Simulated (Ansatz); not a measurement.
**Phonons of Be2Al (built on the sites of a database entry of Be2B) against volume**

Aim: how the phonons of Be2Al (built on the sites of a database entry of Be2B) shift with volume, and the thermal expansion that follows.

Method: DFT PBEsol, scalar-relativistic, plane waves, PAW, in Ansatz 0.2.0.

The structure was built from a prototype and need not be the compound's stable phase.

**1. Set-up**

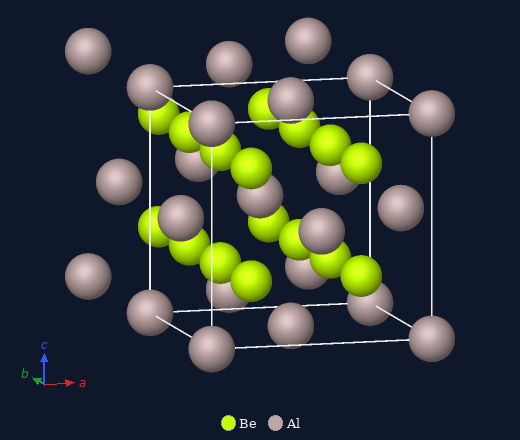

The starting structure, seen slightly off an axis (beryllium green, aluminium light grey). 1×2×1 cells are drawn. This picture shows the conventional cell, with its axes. Some periodic images of atoms are drawn too.

Coordinates:

```cif
data_structure
_symmetry_space_group_name_H-M 'P 1'
_symmetry_Int_Tables_number 1
_cell_length_a 3.8540
_cell_length_b 3.8540
_cell_length_c 3.8540
_cell_angle_alpha 60.000
_cell_angle_beta 60.000
_cell_angle_gamma 60.000
_cell_volume 40.48
loop_
_atom_site_label
_atom_site_type_symbol
_atom_site_fract_x
_atom_site_fract_y
_atom_site_fract_z
_atom_site_occupancy
Be1 Be 0.25000 0.25000 0.25000 1
Be2 Be 0.75000 0.75000 0.75000 1
Al3 Al 0.00000 0.00000 0.00000 1
```

**2. Response at finite wavevector**

The cell comes from relaxations at this level that are not shown. Stability and thermal properties need the whole zone. Linear response on a 4×4×4 q mesh gives force constants as far as a supercell of that size would.

input.yaml

```yaml
crystal:
  lattice:
    - [0.0, 2.72517104, 2.72517104]
    - [2.72517104, 0.0, 2.72517104]
    - [2.72517104, 2.72517104, 0.0]
  atoms:
    - { symbol: Be, position: [0.25, 0.25, 0.25] }
    - { symbol: Be, position: [0.75, 0.75, 0.75] }
    - { symbol: Al, position: [0.0, 0.0, 0.0] }
kpoints:
  mp_grid: { grid: [12, 12, 12] }
hamiltonian:
  xc: pbesol
scf:
  occupations: { method: methfessel_paxton, width: 0.15 }
output:
  eigenvalues: true
phonons:
  method: dfpt
  qmesh: [4, 4, 4]
  temperatures: { t_max: 1000, t_step: 50 }
  qpath:
    path:
      - [[0.0, 0.0, 0.0], [0.5, 0.0, 0.5], [0.625, 0.25, 0.625]]
      - [[0.375, 0.375, 0.75], [0.0, 0.0, 0.0], [0.5, 0.5, 0.5], [0.5, 0.25, 0.75], [0.5, 0.0, 0.5]]
    npoints: 10
```

Started as:

```sh
ansatz run input.yaml --threads 4 --pin off --max-ram 7168MiB --backend cpu --events-out ev --progress --plain --runs-dir out
```

Numbers of over 12 decimals in the logs are rounded to 6 here.

Output:

```text
Engine: ansatz 0.2.0, aarch64-unknown-linux-gnu
Pseudopotentials: kind: paw
Pseudopotential: Be, paw, valence charge 2, recommended cutoff 420 eV (normal), Be.paw.azcp
Pseudopotential: Al, paw, valence charge 3, recommended cutoff 420 eV (normal), Al.paw.azcp
Functional definition: PBEsol
  exchange = pbesol_x
  correlation = pbesol_c
Crystal: 3 atoms, lattice volume = 40.477 Å³
Basis set: ecut = 420 eV, 749 PW (Γ), exchange–correlation on 54×54×54 points (8 copies of the dense FFT grid, shifted against one another)
Bands: 8, of which v1, the nominal top of the filled ones, is band 4 counted from 1 (3 counted from 0)
Symmetry: 48 space group operations
k-points: 72 of 1728
Non-local potential: Be, projectors of the file, l = 0: 2, l = 1: 2, l = 2: 1
Non-local potential: Al, projectors of the file, l = 0: 2, l = 1: 2, l = 2: 1
PAW form: soft (Blöchl's): semilocal exchange-correlation on the pseudo side does not see the compensation charge
PAW frozen core: Be, regenerated for the run's functional, and the local potential with it (the file was generated under x = pbe(κ = 0.804, μ = 0.219515), c = pbe(β = 0.066725))
PAW frozen core: Al, regenerated for the run's functional, and the local potential with it (the file was generated under x = pbe(κ = 0.804, μ = 0.219515), c = pbe(β = 0.066725))
PAW one-centre angular grid: Be, 110 points (default); XC on 64 Gauss nodes
PAW one-centre angular grid: Al, 110 points (default); XC on 64 Gauss nodes
Initial density: superposition of atomic densities (neutral atoms: chi_scale 0, normalization atom), corrected by the library's trained network
Initial wavefunctions: pseudopotential atomic-orbital guess
Functional: x = pbesol(κ = 0.804, μ = 0.123457), c = pbesol(β = 0.046)
SCF iter   1: F=—  HF=-703.452480 eV  |F-HF|=—  |Δ(HF+E_count)|=         —  Δρ=2.22e-3  dr2=3.03e-3  ethr=1.77e-3  ⟨swp⟩=5.1  Hψ=4685  notcnv=0
preconditioner: auto → none  [metal: Δε(μ)=0.056 eV  Ē_g=8.113 eV  σ=0.150 eV  W_gap=0.31  n_scr=8 (ndim 8)  ℏωp=15.4 eV  f_vac=0.000  D(μ)=0.92/eV (n_scr^D=8)  sad-step TF]
SCF iter   2: F=—  HF=-703.452015 eV  |F-HF|=—  |Δ(HF+E_count)|=   4.66e-4  S|Δr|=    0.00e0  Δρ=1.46e-3  dr2=1.39e-3  ethr=4.33e-5  ⟨swp⟩=1.0  Hψ=1154  notcnv=0
SCF iter   3: F=—  HF=-703.451741 eV  |F-HF|=—  |Δ(HF+E_count)|=   2.74e-4  S|Δr|=    0.00e0  Δρ=9.37e-5  dr2=3.52e-6  ethr=1.98e-5  ⟨swp⟩=2.0  Hψ=794  notcnv=0
SCF iter   4: F=—  HF=-703.451742 eV  |F-HF|=—  |Δ(HF+E_count)|=   1.60e-6  S|Δr|=    0.00e0  Δρ=1.77e-5  dr2=8.05e-8  ethr=5.03e-8  ⟨swp⟩=2.2  Hψ=798  notcnv=0
SCF iter   5: F=—  HF=-703.451742 eV  |F-HF|=—  |Δ(HF+E_count)|=   1.10e-7  S|Δr|=    0.00e0  Δρ=1.21e-6  dr2=5.07e-10  ethr=1.15e-9  ⟨swp⟩=2.3  Hψ=781  notcnv=0
SCF iter   6: F=-703.451742 eV  HF=-703.451742 eV  |F-HF|=5.34e-12  |Δ(HF+E_count)|=  3.37e-10  S|Δr|=    0.00e0  Δρ=1.29e-7  dr2=4.12e-12  ethr=1.00e-12  ⟨swp⟩=5.0  Hψ=2620  notcnv=0
SCF 1 converged in 6 iterations: F = -703.451742 eV  dr2 = 4.12e-12
  greatest PAW one-centre occupation: 0.466 electrons in one spin orbital (limit 2), on the Al atom at site 2 (counted from 0), in its partial waves of l = 0
phonons: the bands overlap, so this run is a metal and interpolates without the dipole-dipole term. If the crystal is really an insulator or semiconductor, its LO-TO splitting is missing
NSCF: frozen V_eff on 72 k-points
WARN: eigensolver did not converge in 8 slots of this pass, the one above among them; of largest residual over every band (k=15): 1 band(s) unlocked (lowest unlocked band 7, counted from 0; max residual 1.32e-2 eV among the unlocked bands, 1.32e-2 eV over every band); of lowest unlocked band (k=1): band 7
NSCF: frozen V_eff on 163 k-points
DFPT response loops at q = (0, 0, 0) (fractional): preconditioner auto → Kerker (q_TF=auto, 2.036 Å⁻¹) (partly filled bands, converged f_vac=0.000); β = 1.00, the filter's whole step (`scf.mixing.beta` (0.50) is not read by the response loops under this deck's `scf.mixing.preconditioner`; to damp them name `kerker` or `kerker_dos`, under which they read `scf.mixing.beta`, and type it under 1.00, their step now; both keys bind the ground state too); Broyden in place of MSR1
NSCF: frozen V_eff on 1872 k-points
DFPT response loops at q = (0, 0, 0.25) (fractional): mixed as the last ones told, above
NSCF: frozen V_eff on 952 k-points
DFPT response loops at q = (0, 0, -0.5) (fractional): mixed as the last ones told, above
NSCF: frozen V_eff on 1020 k-points
DFPT response loops at q = (0, 0.25, 0.25) (fractional): mixed as the last ones told, above
NSCF: frozen V_eff on 3456 k-points
DFPT response loops at q = (0, 0.25, -0.5) (fractional): mixed as the last ones told, above
NSCF: frozen V_eff on 1872 k-points
DFPT response loops at q = (0, 0.25, -0.25) (fractional): mixed as the last ones told, above
NSCF: frozen V_eff on 560 k-points
DFPT response loops at q = (0, -0.5, -0.5) (fractional): mixed as the last ones told, above
NSCF: frozen V_eff on 1020 k-points
DFPT response loops at q = (0.25, -0.5, -0.25) (fractional): mixed as the last ones told, above
SCF converged after 6 iterations
Stability not checked: this state was not tested for a lower state beside it, because cold or Methfessel-Paxton smearing, or corrected tetrahedra, fill the levels in a way that the test cannot read (fill_not_monotonic; see scf.lower_state_search)
Free energy (F): -703.451742 eV
Harris-Foulkes:  -703.451742 eV  (|F-HF|=5.34e-12)
Internal energy: -703.451450 eV  (E = F + TS)
E sigma→0 (E₀):  -703.451669 eV
Entropy (-TS):   -0.000293 eV (-0.098 meV/atom)
Fermi energy:    5.104935 eV
--- Per-component energies (eV) ---
  E_band       = 10.281181
  E_kinetic    = 58.991731
  E_local      = 0.208088  (includes V_loc(G=0)·N_el)
  E_nonlocal   = 20.448394
  E_hartree    = 2.282711
  E_xc         = -75.938413
  E_vxc        = -67.246869  (∫ρ·V_xc dr)
  E_paw        = -569.580573  (= ΣΔE_a)
  E_vpaw       = -6.685582  (= ΣTr[D̂ρ^β])
  E_aug_tail   = -0.000004  (compensation charges beyond the density's cutoff)
  E_ewald      = -139.901585
  E_core_change = 0.038202  (= ΣΔE_core)
  E_smearing   = -0.000293  (= −TS)
  E_closure    = -0.000000  (closes the sum)
  Σ components = -703.451742   (vs F -703.451742, Δ=0.00e0)
--- Band table (eV; the first three rows and the last of 72) ---
  k-point 0: bands = ["-4.1887", "6.6096", "6.6096", "6.6096", "8.7765", "8.7765", "8.7765", "12.4158"]
  k-point 1: bands = ["-4.0990", "5.8688", "6.5019", "6.5019", "8.8752", "8.8752", "9.1250", "12.4828"]
  k-point 2: bands = ["-3.8306", "4.4808", "6.2863", "6.2863", "8.8935", "8.8935", "9.4583", "12.1659"]
  k-point 71: bands = ["0.0688", "1.4591", "1.4591", "1.9197", "9.3647", "9.3647", "11.5693", "11.9889"]
--- Phonons (Γ-DFPT): 2 representative perturbations + reference (Σ response iterations 6) ---
  ASR residual: 1.998e-5 → 0.000e0 eV/Å²; symmetrization residual: 5.509e-9 eV/Å²
  ASR residual per site (eV/Å²): 2.00e-5 2.00e-5 4.42e-6
  Γ frequencies (cm⁻¹): 0.00 0.00 0.00 278.96 278.96 278.96 483.56 483.56 483.56
--- Phonons (arbitrary-q DFPT): 8 irreducible q on the 4×4×4 mesh ---
  q = [0.0000, 0.0000, 0.0000] (star 1, of the zone-centre solve; hermiticity 1.19e-9, symmetrization 1.82e-15): 0.00 0.00 0.00 278.96 278.96 278.96 483.56 483.56 483.56
  q = [0.0000, 0.0000, 0.2500] (star 8, 2 solved perturbations on 936 of 1728 k-point pairs; hermiticity 9.72e-9, symmetrization 4.08e-15): -72.35 -72.35 96.77 286.49 286.49 353.15 430.25 481.86 481.86
  q = [0.0000, 0.0000, -0.5000] (star 4, 2 solved perturbations on 476 of 1728 k-point pairs; hermiticity 4.71e-9, symmetrization 3.10e-15): -112.59 -112.59 208.28 339.32 339.32 397.74 462.15 472.32 472.32
  q = [0.0000, 0.2500, 0.2500] (star 6, 4 solved perturbations in 1608 linear systems a pass and spin channel, the states on 510 of 1728 k-point pairs; hermiticity 2.39e-8, symmetrization 2.49e-15): -122.77 -122.77 171.35 327.12 327.12 360.77 413.29 478.00 478.00
  q = [0.0000, 0.2500, -0.5000] (star 24, 4 solved perturbations in 5328 linear systems a pass and spin channel, the states on 1728 of 1728 k-point pairs; hermiticity 1.14e-8, symmetrization 3.86e-15): -145.73 -109.98 192.06 355.12 366.47 402.94 451.04 468.66 475.01
  q = [0.0000, 0.2500, -0.2500] (star 12, 4 solved perturbations in 2892 linear systems a pass and spin channel, the states on 936 of 1728 k-point pairs; hermiticity 1.35e-8, symmetrization 4.29e-15): -96.20 -75.98 136.98 320.72 362.14 416.00 416.69 477.28 482.13
  q = [0.0000, -0.5000, -0.5000] (star 3, 4 solved perturbations in 886 linear systems a pass and spin channel, the states on 280 of 1728 k-point pairs; hermiticity 1.65e-8, symmetrization 1.64e-15): -173.05 -173.05 254.56 288.01 398.12 398.12 451.24 451.24 464.69
  q = [0.2500, -0.5000, -0.2500] (star 6, 4 solved perturbations in 1544 linear systems a pass and spin channel, the states on 510 of 1728 k-point pairs; hermiticity 4.46e-9, symmetrization 2.30e-15): -206.22 144.87 144.87 328.47 419.25 448.70 448.70 452.08 455.34
  sum rule: each row above includes the acoustic sum rule's correction from the zone centre's row sums; it moved no ω² by more than (0.78 cm⁻¹)²
  mesh force constants: q→R imaginary residual 4.66e-18; ASR residual 1.998e-5 → 0.000e0 eV/Å²; symmetrization residual 5.329e-15 eV/Å²
  interpolated dispersion: 62 rows × 9 modes
  density of states and harmonic sums: on the 20×20×20 q-mesh, interpolated from the force constants of a 4×4×4 supercell (no non-analytic term)
  largest difference from the sums on the solved wave vectors: F 4.68e-2 eV, S 6.13e-5 and C_V 1.59e-5 eV/K
  zero-point energy: 0.164052 eV/cell   skipped modes (ω ≤ 0): 464, of them read as no rigid motion or as one in doubt: 461 (1.753e0 modes/cell left out, lowest -206.22 cm⁻¹)   left out of the sums: 1.95e-1 of the cell's modes: C_V's classical limit lies that fraction below 3 k_B per atom; for a crystal, a wire or a layer, F and S can be off by more, and a phonons.interpolated_qmesh denser along its periods is the remedy for the sampling
```

The job ended after 97 s (4 threads of Arm Neoverse V1, shared host; peak memory 1.4 GiB; 6.2 min of CPU time).

Reading the cycles: dr2 is the Hartree energy of the density residual (eV), the measure of convergence; HF is the Harris–Foulkes estimate of the energy, which meets the free energy F at convergence.

This step gave:

```yaml
volume_per_atom: 13.49 Å³
gap_on_the_k_mesh: 0 eV
sum_rule_residual_before_enforcement: 2.00e-5 eV/Å²
lowest_frequency_on_the_path: -206.2 cm⁻¹
point_group: m-3m
highest_frequency_on_the_path_or_at_a_solved_wavevector: 486.4 cm⁻¹
highest_optical_mode_at_the_zone_centre_no_lo_to_term: 483.6 cm⁻¹
lowest_optical_zone_centre_mode: 279.0 cm⁻¹
lowest_mode_on_the_q_mesh_acoustic_modes_at_gamma_apart: -206.2 cm⁻¹
```

Frequencies (cm⁻¹) solved at each irreducible wavevector; negative means imaginary. Frequencies by wavevector, by row:

| q in reciprocal lattice units | star | mode 1 | mode 2 | mode 3 | mode 4 | mode 5 | mode 6 | mode 7 | mode 8 | mode 9 |
| --- | --- | --- | --- | --- | --- | --- | --- | --- | --- | --- |
| 0 0 0 | 1 | 0 | 0 | 0 | 279 | 279 | 279 | 483.6 | 483.6 | 483.6 |
| 0 0 0.25 | 8 | -72.3 | -72.3 | 96.8 | 286.5 | 286.5 | 353.1 | 430.2 | 481.9 | 481.9 |
| 0 0 -0.5 | 4 | -112.6 | -112.6 | 208.3 | 339.3 | 339.3 | 397.7 | 462.1 | 472.3 | 472.3 |
| 0 0.25 0.25 | 6 | -122.8 | -122.8 | 171.3 | 327.1 | 327.1 | 360.8 | 413.3 | 478 | 478 |
| 0 0.25 -0.5 | 24 | -145.7 | -110 | 192.1 | 355.1 | 366.5 | 402.9 | 451 | 468.7 | 475 |
| 0 0.25 -0.25 | 12 | -96.2 | -76 | 137 | 320.7 | 362.1 | 416 | 416.7 | 477.3 | 482.1 |
| 0 -0.5 -0.5 | 3 | -173.1 | -173.1 | 254.6 | 288 | 398.1 | 398.1 | 451.2 | 451.2 | 464.7 |
| 0.25 -0.5 -0.25 | 6 | -206.2 | 144.9 | 144.9 | 328.5 | 419.2 | 448.7 | 448.7 | 452.1 | 455.3 |

Symmetry leaves 8 wavevectors to solve. The lowest mode among them, the acoustic zeros apart, lies at q = (0.25, -0.5, -0.25) and is imaginary, 206.2i cm⁻¹, so the energy falls along it.

**3. Relaxing at another volume, volume ratio 0.97**

The volume is scaled by 0.97 and held; symmetry leaves nothing to relax, so this is a single point. The modes can then be followed against volume.

input.yaml, the sections that differ from step 2:

```yaml
crystal:
  lattice:
    - [0.0, 2.6976421777, 2.6976421777]
    - [2.6976421777, 0.0, 2.6976421777]
    - [2.6976421777, 2.6976421777, 0.0]
  atoms:
    - { symbol: Be, position: [0.25, 0.25, 0.25] }
    - { symbol: Be, position: [0.75, 0.75, 0.75] }
    - { symbol: Al, position: [0.0, 0.0, 0.0] }
output:
  forces: true
  stress: true
  eigenvalues: true
  write_density: true
  write_potential: true
  elf: true
  volumetric_format: npy
# kpoints, hamiltonian, scf: as in step 2
# phonons: removed
```

Output:

```text
[...]
Crystal: 3 atoms, lattice volume = 39.263 Å³
Basis set: ecut = 420 eV, 749 PW (Γ), exchange–correlation on 54×54×54 points (8 copies of the dense FFT grid, shifted against one another)
Bands: 8, of which v1, the nominal top of the filled ones, is band 4 counted from 1 (3 counted from 0)
Symmetry: 48 space group operations
[...]
k-points: 72 of 1728
[...]
Internal energy: -703.442021 eV  (E = F + TS)
E sigma→0 (E₀):  -703.442394 eV
Entropy (-TS):   -0.000497 eV (-0.166 meV/atom)
Fermi energy:    5.342166 eV
[...]
--- Stress (GPa, compression-positive) ---
        2.497924       0.000000       0.000000
        0.000000       2.497924      -0.000000
        0.000000      -0.000000       2.497924
  P = ⅓ Tr σ = 2.4979 GPa (24.979 kbar)
--- Band table (eV; the first three rows and the last of 72) ---
[...]
[key lines of the parts left out:]
SCF converged after 5 iterations
Free energy (F): -703.442518 eV
```

Run time: 1.3 s. Hardware: 4 threads; peak memory 0.31 GiB.

Numbers from this step:

```
pressure        : 2.498 GPa
volume per atom : 13.09 Å³
```

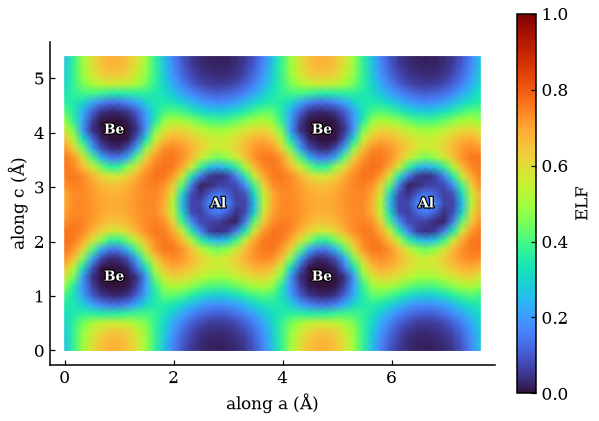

ELF in the ac plane of a cell with a along [110], b along [-110] and c along [001] of the cube at fractional y = 0.000, with atoms of Be and Al within 0.2 Å of it. It is the smooth field of the valence electrons, not physical close to the nuclei. The map starts off the cell's origin, so that atoms lie inside it.

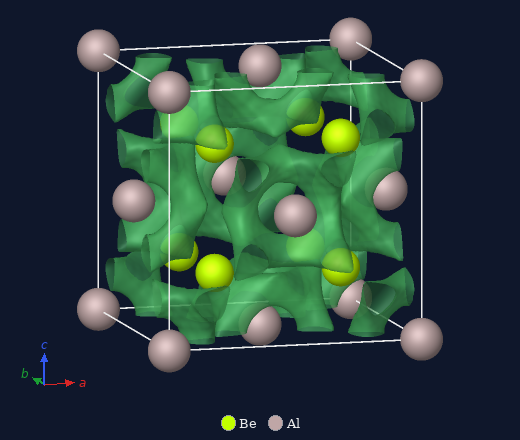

Surface of ELF = 0.69.

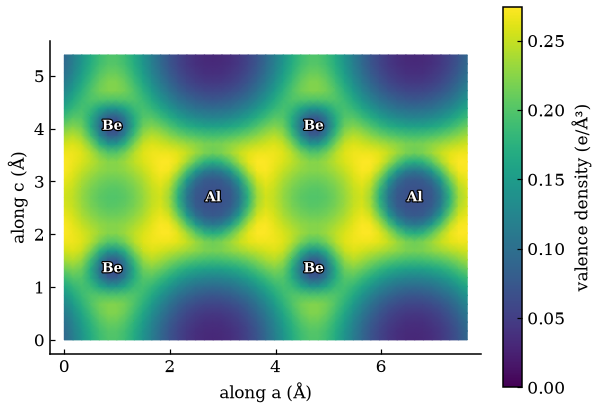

Valence density in the ac plane of a cell with a along [110], b along [-110] and c along [001] of the cube at fractional y = 0.000, with atoms of Be and Al within 0.2 Å of it. It is the smooth field of the valence electrons, not physical close to the nuclei. The map starts off the cell's origin, so that atoms lie inside it.

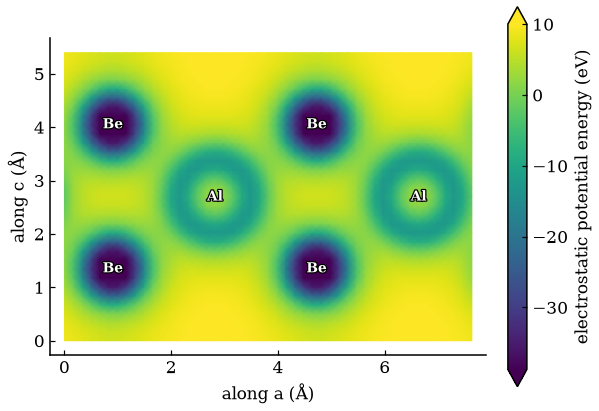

Electrostatic potential energy in the ac plane of a cell with a along [110], b along [-110] and c along [001] of the cube at fractional y = 0.000, with atoms of Be and Al within 0.2 Å of it. With pseudopotentials it is smooth inside the atoms' cores, unlike the true potential. The map starts off the cell's origin, so that atoms lie inside it.

The run ends at a pressure of 2.50 GPa.

**4. Phonons at the other volume, volume ratio 0.97**

The phonons are repeated at this volume on the same k and q meshes.

input.yaml, the sections that differ from step 3:

```yaml
output:
  eigenvalues: true
phonons:
  method: dfpt
  qmesh: [4, 4, 4]
  temperatures: { t_max: 1000, t_step: 50 }
  qpath:
    path:
      - [[0.0, 0.0, 0.0], [0.5, 0.0, 0.5], [0.625, 0.25, 0.625]]
      - [[0.375, 0.375, 0.75], [0.0, 0.0, 0.0], [0.5, 0.5, 0.5], [0.5, 0.25, 0.75], [0.5, 0.0, 0.5]]
    npoints: 10
# crystal, kpoints, hamiltonian, scf: as in step 3
```

Output:

```text
[...]
Crystal: 3 atoms, lattice volume = 39.263 Å³
Basis set: ecut = 420 eV, 749 PW (Γ), exchange–correlation on 54×54×54 points (8 copies of the dense FFT grid, shifted against one another)
Bands: 8, of which v1, the nominal top of the filled ones, is band 4 counted from 1 (3 counted from 0)
Symmetry: 48 space group operations
k-points: 72 of 1728
[...]
SCF iter   1: F=—  HF=-703.443366 eV  |F-HF|=—  |Δ(HF+E_count)|=         —  Δρ=2.34e-3  dr2=3.23e-3  ethr=1.77e-3  ⟨swp⟩=5.1  Hψ=4699  notcnv=0
[...]
SCF iter   6: F=-703.442518 eV  HF=-703.442518 eV  |F-HF|=1.71e-12  |Δ(HF+E_count)|=  2.27e-10  S|Δr|=    0.00e0  Δρ=7.95e-8  dr2=2.26e-12  ethr=1.00e-12  ⟨swp⟩=6.7  Hψ=2253  notcnv=0
SCF 1 converged in 6 iterations: F = -703.442518 eV  dr2 = 2.26e-12
[...]
NSCF: frozen V_eff on 72 k-points
[...]
SCF converged after 6 iterations
[...]
Free energy (F): -703.442518 eV
[...]
Internal energy: -703.442021 eV  (E = F + TS)
E sigma→0 (E₀):  -703.442394 eV
Entropy (-TS):   -0.000497 eV (-0.166 meV/atom)
Fermi energy:    5.342169 eV
[...]
--- Band table (eV; the first three rows and the last of 72) ---
[...]
ASR residual: 1.879e-5 → 0.000e0 eV/Å²; symmetrization residual: 3.778e-8 eV/Å²
  ASR residual per site (eV/Å²): 1.43e-5 1.43e-5 1.88e-5
  Γ frequencies (cm⁻¹): 0.00 0.00 0.00 301.50 301.50 301.50 503.22 503.22 503.22
--- Phonons (arbitrary-q DFPT): 8 irreducible q on the 4×4×4 mesh ---
[...]
interpolated dispersion: 62 rows × 9 modes
[...]
```

Run time: 97 s. Hardware: 4 threads; peak memory 1.4 GiB; 6.1 min of CPU time.

Numbers from this step:

```
sum-rule residual before enforcement                    : 1.88e-5 eV/Å²
lowest frequency on the path                            : -212.1 cm⁻¹
highest frequency on the path or at a solved wavevector : 507.1 cm⁻¹
highest optical mode at the zone centre (no LO-TO term) : 503.2 cm⁻¹
lowest optical zone-centre mode                         : 301.5 cm⁻¹
lowest mode on the q mesh (acoustic modes at Γ apart)   : -212.1 cm⁻¹
```

Frequencies (cm⁻¹) solved at each irreducible wavevector; negative means imaginary. Frequencies by wavevector, by row:

| q in reciprocal lattice units | star | mode 1 | mode 2 | mode 3 | mode 4 | mode 5 | mode 6 | mode 7 | mode 8 | mode 9 |
| --- | --- | --- | --- | --- | --- | --- | --- | --- | --- | --- |
| 0 0 0 | 1 | 0 | 0 | 0 | 301.5 | 301.5 | 301.5 | 503.2 | 503.2 | 503.2 |
| 0 0 0.25 | 8 | -73.3 | -73.3 | 102.8 | 307.4 | 307.4 | 371.3 | 449.9 | 502.4 | 502.4 |
| 0 0 -0.5 | 4 | -115.7 | -115.7 | 211.4 | 357.8 | 357.8 | 413.7 | 482.3 | 493.4 | 493.4 |
| 0 0.25 0.25 | 6 | -123.8 | -123.8 | 179.2 | 346.5 | 346.5 | 378 | 432.3 | 498.7 | 498.7 |
| 0 0.25 -0.5 | 24 | -149.9 | -115.7 | 199 | 372.3 | 383.9 | 421.2 | 469.3 | 490.4 | 496 |
| 0 0.25 -0.25 | 12 | -100.4 | -70.3 | 136.9 | 339.5 | 379.3 | 433.2 | 437 | 498 | 503.6 |
| 0 -0.5 -0.5 | 3 | -177.7 | -177.7 | 273.6 | 297.3 | 414.5 | 414.5 | 473.9 | 473.9 | 480.9 |
| 0.25 -0.5 -0.25 | 6 | -212.1 | 146.6 | 146.6 | 347.3 | 435.2 | 469.4 | 469.4 | 471.5 | 475.3 |

The highest optical mode at the zone centre (no LO-TO term) is 503.2 cm⁻¹, +19.7 cm⁻¹ against the base run.

[end of part 1 of 2]

[Logs are printed without paths, hosts, clocks, repeated set-up lines and the standing remarks that a program may print on its own settings, such as how far it seeks lower states.]

[Hosts, paths, dates, database ids (printed as entryN), source tags and the programs' standing remarks are cut or masked in the printed files.]
